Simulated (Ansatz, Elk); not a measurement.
# Bonding as seen by X-rays: K2Li

Structure refinements treat a crystal as free atoms side by side. For a made-up structure of K2Li (cell and positions from a PBEsol relaxation) the runs below show what the calculated density changes in F(hkl).

Main program and level: Elk 11.2.3 (patched build); DFT, PBE, all-electron APW+lo, Dirac cores, scalar-relativistic bands, static density, no spin.

The structure was built from a prototype and need not be the compound's stable phase.

**1. The structure**

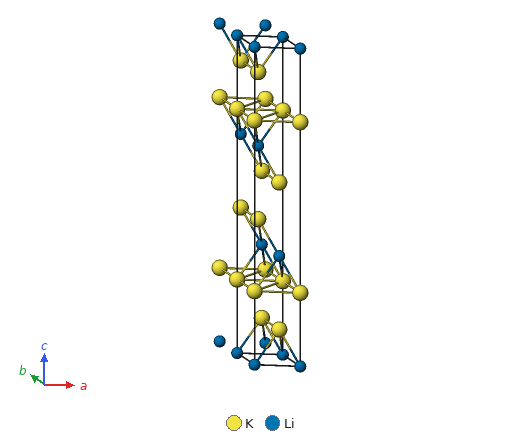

The cell as given, slightly off an axis (potassium yellow, lithium blue). 1×2×1 cells are drawn. This picture shows the conventional cell, with its axes. Bonds to atoms that aren't drawn are left out. Some periodic images of atoms are drawn too.

**2. Ground state and structure factors**

An all-electron density is needed, since X-rays see the cores too. Task 0 finds the density and task 195 Fourier-transforms it; tshift is off so that phases refer to the origin typed.

elk.in reads:

```
tasks
  0
  195

xctype
  20

spinpol
  .false.

rgkmax
  7.0

gmaxvr
  14.0

lmaxo
  7

lmaxapw
  8

swidth
  0.002

tshift
  .false.

ramdisk
  .false.

hmaxvr
  5.5

maxscl
  120

epspot
  1e-06

sppath
  './'

avec
  4.01282401418 2.31680502450 19.15765910723
  -4.01282401418 2.31680502450 19.15765910723
  0.00000000000 -4.63361004990 19.15765910712

atoms
  2
  'K.in'
  2
  0.7684797487 0.7684797487 0.7684797487   0.000000 0.000000 0.000000
  0.2315202513 0.2315202513 0.2315202513   0.000000 0.000000 0.000000
  'Li.in'
  1
  0.0000000000 0.0000000000 0.0000000000   0.000000 0.000000 0.000000

ngridk
  6 6 6
```

The run is started by

```console
OMP_NUM_THREADS=4 elk
```

Numbers of over 12 decimals in the logs are rounded to 6 here.

Output:

```text
┌─────────────────────────┐
│ Elk code version 11.2.3 │
└─────────────────────────┘

All units are atomic (Hartree, Bohr, etc.)

┌─────────────────────────────────────────────────┐
│ Ground-state run starting from atomic densities │
└─────────────────────────────────────────────────┘

Lattice vectors :
   4.012824014       2.316805024       19.15765911
  -4.012824014       2.316805024       19.15765911
   0.000000000      -4.633610050       19.15765911

Reciprocal lattice vectors :
  0.7828882210      0.4520007251      0.1093241659
 -0.7828882210      0.4520007251      0.1093241659
  0.1114877419E-16 -0.9040014503      0.1093241659

Unit cell volume      :    1068.644591
Brillouin zone volume :   0.2321166603

Muffin-tin inner radius fraction :   0.1000000000E-01

Nuclei treated as point charges

Species : 1 (K)
 parameters loaded from : K.in
 name : potassium
 nuclear charge    :   -19.00000000
 electronic charge :    19.00000000
 atomic mass :    71271.84090
 muffin-tin radius :    2.400000000
 number of radial points in muffin-tin :    993
 inner part over the whole radius :   0.9891652203E-02
 number on inner part of muffin-tin    :    697
 approximate nuclear radius :   0.6514746337E-04
 number of mesh points to nuclear radius :    319
 atomic positions (lattice), magnetic fields (Cartesian) :
  1 :  -0.23152025 -0.23152025 -0.23152025    0.00000000  0.00000000  0.00000000
  2 :   0.23152025  0.23152025  0.23152025    0.00000000  0.00000000  0.00000000

Species : 2 (Li)
 parameters loaded from : Li.in
 name : lithium
 nuclear charge    :   -3.000000000
 electronic charge :    3.000000000
 atomic mass :    12652.66898
 muffin-tin radius :    1.800000000
 number of radial points in muffin-tin :    593
 inner part over the whole radius :   0.9806707936E-02
 number on inner part of muffin-tin    :    401
 approximate nuclear radius :   0.4000070961E-04
 number of mesh points to nuclear radius :    148
 atomic positions (lattice), magnetic fields (Cartesian) :
  1 :   0.00000000  0.00000000  0.00000000    0.00000000  0.00000000  0.00000000

Total number of atoms per unit cell :    3
Total muffin-tin volume :    140.2406961
 ratio of muffin-tin to unit cell volume :   0.1312323080

Spin treatment :
 spin-unpolarised

Number of Bravais lattice symmetries :   12
Number of crystal symmetries         :   12
Crystal has inversion symmetry
Real symmetric eigensolver will be used

k-point grid :      6     6     6
k-point offset :    0.000000000       0.000000000       0.000000000
k-point set is reduced with full crystal symmetry group
Total number of k-points :       32

Muffin-tin radius times maximum |G+k| :    7.000000000
 using average radius
Maximum |G+k| for APW functions       :    3.181818182
Maximum (1/2)|G+k|²                   :    5.061983471
Maximum |G| for potential and density :    14.00000000
Constant for pseudocharge density :    8
 order of it for each species :   15  15
 order of it for pair densities of each species (exact exchange by exxq0 0: 16) :   12   5
Radial integration step length :    1

G-vector grid sizes :     90    90    90
Number of G-vectors :    49399

Maximum angular momentum used for
 APW functions            :    8
 outer part of muffin-tin :    7
 inner part of muffin-tin :    2

Total nuclear charge    :   -41.00000000
Total core charge       :    20.00000000
Total valence charge    :    21.00000000
Total excess charge     :    0.000000000
Total electronic charge :    41.00000000

Effective Wigner radius, rₛ :    1.839304395

Number of empty states         :     12
Total number of valence states :     23
Total number of core states    :     20

Third-order local-orbitals added for an l without core states : T
Total number of local-orbitals :     25

Exchange-correlation functional :     20     0     0
 Perdew-Burke-Ernzerhof, Phys. Rev. Lett. 77, 3865 (1996)
 gradient requirement :    1
 generalised gradient approximation (GGA)

Smearing type :    3
 Fermi-Dirac
Smearing width :   0.2000000000E-02
[...]
electron entropic           :    -0.54230852443676E-03
 total energy                :     -1212.2831652997

Density of states at Fermi energy :    42.28612283
 (states/Hartree/unit cell)

Estimated indirect band gap :   0.1929274866E-02
 from k-point 9 to k-point 9
Estimated direct band gap   :   0.1929274866E-02
 at k-point 9

Charges :
 core                        :    20.00000000
 valence                     :    21.00000000
 interstitial                :    3.820722613
 muffin-tins (core leakage)
  species : 1 (K)
   atom 1                    :    17.54874771     ( -0.1027327716E-06)
   atom 2                    :    17.54874771     ( -0.1027327716E-06)
  species : 2 (Li)
   atom 1                    :    2.081781959     (   0.000000000    )
 total in muffin-tins        :    37.17927739
 total calculated charge     :    40.99999706
 total charge                :    41.00000000
 error                       :   0.2942119110E-05

RMS change in Kohn-Sham potential (target) :    5.384685308     (  0.1000000000E-05)
Absolute change in total energy (target)   :   0.3595582303     (  0.1000000000E-03)

[... loops 3 to 16 left out ...]

┌──────────────────┐
│ Loop number : 17 │
└──────────────────┘

Energies :
 Fermi                       :     0.34042190313026E-01
 sum of occupied eigenvalues :     -704.35354916062
 electron kinetic            :      1219.9529185205
 core electron kinetic       :      1142.6418170520
 Coulomb                     :     -2363.0395938953
 Coulomb potential           :     -1835.4881685546
 nuclear-nuclear             :     -127.33292091198
 electron-nuclear            :     -2637.5833035599
 Hartree                     :      401.87663057660
 Madelung                    :     -1445.2955096180
 xc potential                :     -88.818299126513
 exchange                    :     -67.084783912657
 correlation                 :     -1.585317
 electron entropic           :    -0.56719870249977E-03
 total energy                :     -1211.7573436003

Density of states at Fermi energy :    41.12344979
 (states/Hartree/unit cell)

Estimated indirect band gap :   0.3262534598E-02
 from k-point 18 to k-point 27
Estimated direct band gap   :   0.1319283981E-01
 at k-point 18

Charges :
 core                        :    20.00000000
 valence                     :    21.00000000
 interstitial                :    3.779211195
 muffin-tins (core leakage)
  species : 1 (K)
   atom 1                    :    17.57879187     ( -0.1018160631E-06)
   atom 2                    :    17.57879187     ( -0.1018160631E-06)
  species : 2 (Li)
   atom 1                    :    2.063205058     (   0.000000000    )
 total in muffin-tins        :    37.22078880
 total calculated charge     :    40.99999721
 total charge                :    41.00000000
 error                       :   0.2786293550E-05

RMS change in Kohn-Sham potential (target) :   0.9817706711E-06 (  0.1000000000E-05)
Absolute change in total energy (target)   :   0.4368866939E-05 (  0.1000000000E-03)

Convergence targets achieved

┌──────────────────┐
│ Loop number : 18 │
└──────────────────┘

Energies :
 Fermi                       :     0.34042202008427E-01
 sum of occupied eigenvalues :     -704.35354995249
 electron kinetic            :      1219.9529185386
 core electron kinetic       :      1142.6418169501
 Coulomb                     :     -2363.0395945236
 Coulomb potential           :     -1835.4881666024
 nuclear-nuclear             :     -127.33292091198
 electron-nuclear            :     -2637.5833067155
 Hartree                     :      401.87663310397
 Madelung                    :     -1445.2955112224
 xc potential                :     -88.818301888744
 exchange                    :     -67.084783966222
 correlation                 :     -1.585317
 electron entropic           :    -0.56719853149087E-03
 total energy                :     -1211.7573442749

Density of states at Fermi energy :    41.12340391
 (states/Hartree/unit cell)

Estimated indirect band gap :   0.3262548315E-02
 from k-point 18 to k-point 27
Estimated direct band gap   :   0.1319286362E-01
 at k-point 18

Charges :
 core                        :    20.00000000
 valence                     :    21.00000000
 interstitial                :    3.779211116
 muffin-tins (core leakage)
  species : 1 (K)
   atom 1                    :    17.57879193     ( -0.1018166369E-06)
   atom 2                    :    17.57879193     ( -0.1018166369E-06)
  species : 2 (Li)
   atom 1                    :    2.063205014     (   0.000000000    )
 total in muffin-tins        :    37.22078888
 total calculated charge     :    40.99999721
 total charge                :    41.00000000
 error                       :   0.2786286245E-05

┌──────────────────────────────┐
│ Self-consistent loop stopped │
└──────────────────────────────┘

Wrote STATE.OUT
```

It took 57 s on 4 threads of Arm Neoverse V1, shared host; peak memory 0.43 GiB; 2 min of CPU time.

SFACRHO.OUT:

```text

h k l indices transformed by vhmat matrix:
   1.000000000       0.000000000       0.000000000    
   0.000000000       1.000000000       0.000000000    
   0.000000000       0.000000000       1.000000000    

      h      k      l  multipl.   |H|            Re(F)            Im(F)           |F|

      0      0      0      1   0.0000000       41.000000      0.33536076E-15   41.000000    
     -1     -1     -1      2  0.32797250      -9.6662826     -0.18668298E-14   9.6662826    
      2      2      2      2  0.65594500      -23.413253     -0.99914865E-17   23.413253    
      0      1      0      6  0.91058794       5.5431659     -0.12477158E-16   5.5431659    
      1      1      0      6  0.93006759      -28.301375      0.44955822E-15   28.301375    
      3      3      3      2  0.98391749       28.324398      0.91801093E-15   28.324398    
      1      2      1      6   1.0042146       29.029065     -0.93952980E-15   29.029065    
     -2     -1     -2      6   1.0564151       18.260493     -0.11710631E-16   18.260493    
      3      2      2      6   1.1844220      -19.151858     -0.64597945E-17   19.151858    
      3      3      2      6   1.2578283       18.589201      0.18418695E-14   18.589201    
      4      4      4      2   1.3118900       6.5977296     -0.80187862E-17   6.5977296    
      4      3      3      6   1.4185894      -8.9178530     -0.54187942E-17   8.9178530    
     -4     -3     -4      6   1.5044544      -23.159926     -0.96005054E-17   23.159926    
     -1      1      0      6   1.5657764       27.051498     -0.25029617E-15   27.051498    
      2      0      1     12   1.5997568      -6.9308904      0.40836852E-17   6.9308904    
      5      5      5      2   1.6398625      -22.781224      0.22433787E-15   22.781224    
      4      4      5      6   1.6843599       25.971713      0.50641935E-17   25.971713    
     -2     -1     -3     12   1.6976218      -17.014061     -0.86807679E-17   17.014061
```

Elk indexes on the primitive cell of elk.in and gives |H| = 4π sin θ/λ in inverse bohr. Below, one row stands for each form hkl of the conventional cell (m members, Friedel mates merged), F is for one primitive cell and the density is static (no thermal factor). Free-atom factors are Waasmaier and Kirfel's, and R is Σm||F|−|F'||/Σm|F|.

```tsv
hkl	m	sin θ/λ (Å⁻¹)	abs F, DFT	neutral atoms	diff.
003	2	0.049	9.666	9.727	-0.060
006	2	0.099	23.413	23.501	-0.088
101	6	0.137	5.543	5.588	-0.045
012	6	0.140	28.301	28.312	-0.011
009	2	0.148	28.324	28.389	-0.065
104	6	0.151	29.029	29.104	-0.075
015	6	0.159	18.261	18.297	-0.036
107	6	0.178	19.152	19.100	+0.052
018	6	0.189	18.589	18.600	-0.011
0 0 12	2	0.197	6.598	6.624	-0.026
1 0 10	6	0.213	8.918	8.906	+0.011
0 1 11	6	0.226	23.160	23.103	+0.057
110	6	0.235	27.052	27.016	+0.036
113	12	0.241	6.931	6.908	+0.023
0 0 15	2	0.247	22.781	22.732	+0.050
1 0 13	6	0.253	25.972	25.928	+0.044
116	12	0.255	17.014	16.981	+0.033
0 1 14	6	0.267	2.889	2.879	+0.010
021	6	0.272	4.279	4.279	+0.000
202	6	0.274	21.100	21.058	+0.042
119	12	0.278	21.521	21.488	+0.032
024	6	0.280	22.109	22.081	+0.028
```

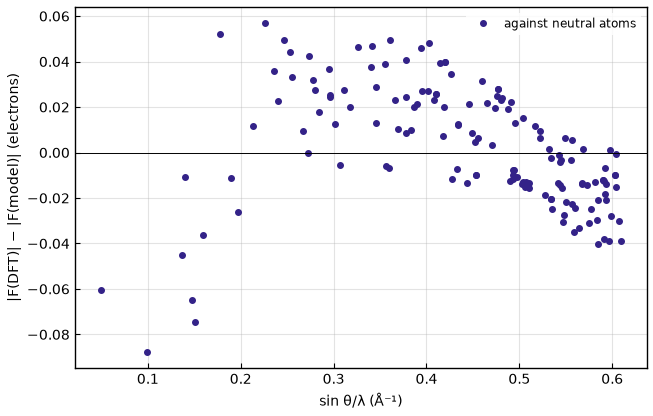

Difference between the calculated structure factors and the independent-atom ones.

**3. The highest occupied states alone**

An energy window below the Fermi level keeps the highest occupied states, to see at which angles they scatter; shallow core shells can lie inside it and anion s states outside. No new self-consistency is needed.

elk.in, as its differences from that of step 2:

```diff
@@ -1,3 +1,2 @@
 tasks
-  0
   195
@@ -40,2 +39,5 @@
 
+wsfac
+  -0.517200 0.334040
+
 sppath
```

The run is started by

```console
OMP_NUM_THREADS=4 elk
```

Output:

```text
┌─────────────────────────────────┐
│ Elk code version 11.2.3 started │
└─────────────────────────────────┘

Info(readinput): the functional depends on the density's gradient
 muffin-tin radial points multiplied by    2.00000
 (not where nrmtscf is given)

┌────────────────────┐
│ Current task : 195 │
└────────────────────┘

Info(sfacrho): density structure factors written to SFACRHO.OUT

 Energy window :  -0.5172000000      0.3340400000

┌──────────────────┐
│ Elk code stopped │
└──────────────────┘
```

Elapsed: 11 s, on 4 threads; peak memory 0.24 GiB.

States within 15 eV below the Fermi level hold 3.00 electrons; any levels below the window count with the cores. Their amplitudes can exceed the total, where window and core parts have opposite phase:

```tsv
hkl	sin θ/λ (Å⁻¹)	abs F, window	abs F, all
003	0.049	0.410	9.666
006	0.099	0.246	23.413
101	0.137	0.035	5.543
012	0.140	0.124	28.301
009	0.148	0.068	28.324
104	0.151	0.065	29.029
015	0.159	0.040	18.261
107	0.178	0.016	19.152
018	0.189	0.025	18.589
0 0 12	0.197	0.026	6.598
```

**4. Another functional**

The difference from free atoms is small, so it is set against the change that LDA (Perdew-Wang) makes.

elk.in, as its differences from that of step 3:

```diff
@@ -1,2 +1,3 @@
 tasks
+  0
   195
@@ -4,3 +5,3 @@
 xctype
-  20
+  3
 
@@ -39,5 +40,2 @@
 
-wsfac
-  -0.517200 0.334040
-
 sppath
```

The run is started by

```console
OMP_NUM_THREADS=4 elk
```

Output:

```text
┌─────────────────────────┐
│ Elk code version 11.2.3 │
└─────────────────────────┘

All units are atomic (Hartree, Bohr, etc.)

┌─────────────────────────────────────────────────┐
│ Ground-state run starting from atomic densities │
└─────────────────────────────────────────────────┘

Lattice vectors :
   4.012824014       2.316805024       19.15765911
  -4.012824014       2.316805024       19.15765911
   0.000000000      -4.633610050       19.15765911

Reciprocal lattice vectors :
  0.7828882210      0.4520007251      0.1093241659
[...]
interstitial                :    3.804448855
 muffin-tins (core leakage)
  species : 1 (K)
   atom 1                    :    17.56707223     ( -0.3353691444E-05)
   atom 2                    :    17.56707223     ( -0.3353691444E-05)
  species : 2 (Li)
   atom 1                    :    2.061406689     (   0.000000000    )
 total in muffin-tins        :    37.19555114
 total calculated charge     :    41.00000373
 total charge                :    41.00000000
 error                       :   0.3731814388E-05

┌──────────────────────────────┐
│ Self-consistent loop stopped │
└──────────────────────────────┘

Wrote STATE.OUT
[key lines of the parts left out:]
total energy                :     -1208.6000150068
```

Run time: 35 s. Hardware: 4 threads; peak memory 0.34 GiB; 76 s of CPU time.

Against the first run R = 0.12 %; the largest change is +0.045 at 006.

**5. Basis size**

A smaller basis shows how fast F responds to it; the change is likely larger than the basis error of the first run, but doesn't show convergence.

elk.in, as its differences from that of step 4:

```diff
@@ -5,3 +5,3 @@
 xctype
-  3
+  20
 
@@ -11,3 +11,3 @@
 rgkmax
-  7.0
+  5.5
```

The run is started by

```console
OMP_NUM_THREADS=4 elk
```

Output:

```text
┌─────────────────────────┐
│ Elk code version 11.2.3 │
└─────────────────────────┘

All units are atomic (Hartree, Bohr, etc.)

┌─────────────────────────────────────────────────┐
│ Ground-state run starting from atomic densities │
└─────────────────────────────────────────────────┘

Lattice vectors :
   4.012824014       2.316805024       19.15765911
  -4.012824014       2.316805024       19.15765911
   0.000000000      -4.633610050       19.15765911

Reciprocal lattice vectors :
  0.7828882210      0.4520007251      0.1093241659
[...]
interstitial                :    3.812758671
 muffin-tins (core leakage)
  species : 1 (K)
   atom 1                    :    17.56250846     ( -0.1019266218E-06)
   atom 2                    :    17.56250846     ( -0.1019266218E-06)
  species : 2 (Li)
   atom 1                    :    2.062224413     (   0.000000000    )
 total in muffin-tins        :    37.18724133
 total calculated charge     :    41.00001898
 total charge                :    41.00000000
 error                       :   0.1897997859E-04

┌──────────────────────────────┐
│ Self-consistent loop stopped │
└──────────────────────────────┘

Wrote STATE.OUT
[key lines of the parts left out:]
total energy                :     -1211.7330517797
```

The job ended after 41 s (4 threads; peak memory 0.33 GiB).

Against the first run R = 0.03 %; the largest change is +0.012 at 300.

**6. A coarser k-mesh**

About half the k-points along each axis test the sampling.

elk.in, as its differences from that of step 5:

```diff
@@ -11,3 +11,3 @@
 rgkmax
-  5.5
+  7.0
 
@@ -59,2 +59,2 @@
 ngridk
-  6 6 6
+  3 3 3
```

The run is started by

```console
OMP_NUM_THREADS=4 elk
```

Output:

```text
┌─────────────────────────┐
│ Elk code version 11.2.3 │
└─────────────────────────┘

All units are atomic (Hartree, Bohr, etc.)

┌─────────────────────────────────────────────────┐
│ Ground-state run starting from atomic densities │
└─────────────────────────────────────────────────┘

Lattice vectors :
   4.012824014       2.316805024       19.15765911
  -4.012824014       2.316805024       19.15765911
   0.000000000      -4.633610050       19.15765911

Reciprocal lattice vectors :
  0.7828882210      0.4520007251      0.1093241659
[...]
interstitial                :    3.780936276
 muffin-tins (core leakage)
  species : 1 (K)
   atom 1                    :    17.57868206     ( -0.1018043463E-06)
   atom 2                    :    17.57868206     ( -0.1018043463E-06)
  species : 2 (Li)
   atom 1                    :    2.061699609     (   0.000000000    )
 total in muffin-tins        :    37.21906372
 total calculated charge     :    40.99999324
 total charge                :    41.00000000
 error                       :   0.6760383762E-05

┌──────────────────────────────┐
│ Self-consistent loop stopped │
└──────────────────────────────┘

Wrote STATE.OUT
[key lines of the parts left out:]
total energy                :     -1211.7624988187
```

Run time: 42 s. Hardware: 4 threads; peak memory 0.43 GiB; 55 s of CPU time.

Against the first run R = 0.01 %; the largest change is +0.044 at 003.

**7. Settings against the effect**

```tsv
run	R against the first run (%)	R against neutral atoms, low angle (%)	wall time
PBE, rgkmax 7	0.00	0.20	57 s
LDA (Perdew-Wang)	0.12	0.15	35 s
rgkmax 5.5	0.03	0.18	41 s
k-mesh 3×3×3	0.01	0.19	42 s
```

**8. Outcome**

| Property | Result |
| --- | --- |
| R against neutral atoms, sin θ/λ < 0.3 Å⁻¹ | 0.20 % |
| R against neutral atoms, 0.3 to 0.61 Å⁻¹ | 0.18 % |

What this shows: Independent neutral atoms miss the calculated amplitudes by R = 0.20 % below 0.3 Å⁻¹ and 0.18 % from there to 0.61 Å⁻¹; by shells, 0.23 % below 0.15 Å⁻¹ (5 forms), 0.19 % 0.15 to 0.3 (21 forms), 0.20 % 0.3 to 0.45 (41 forms), 0.18 % above 0.45 (82 forms). Bonding, aspherical density and the tables' own atoms all enter these figures, and the runs don't part them. The largest change of an amplitude is -0.09 electrons, at 006. The window's part falls from 3.0 electrons at the origin to at most 0.02 between 0.45 and 0.61 Å⁻¹. Below 0.3 Å⁻¹ the changes that finished (LDA (Perdew-Wang), rgkmax 5.5 and k-mesh 3×3×3) move F by R = 0.09 % at most, against the 0.20 % that separates it from free atoms, so the difference from free atoms is only partly resolved. A single amplitude moves by up to 0.04 electrons, against 0.09 for the largest difference from free atoms. Part of the difference isn't bonding: the tables are fits to free atoms and ions calculated by other methods than this functional. Thermal motion, anomalous dispersion and extinction are left out.

[Logs are printed without paths, hosts, clocks, repeated set-up lines and the standing remarks that a program may print on its own settings, such as how far it seeks lower states.]

[Hosts, paths, dates, database ids (printed as entryN), source tags and the programs' standing remarks are cut or masked in the printed files.]
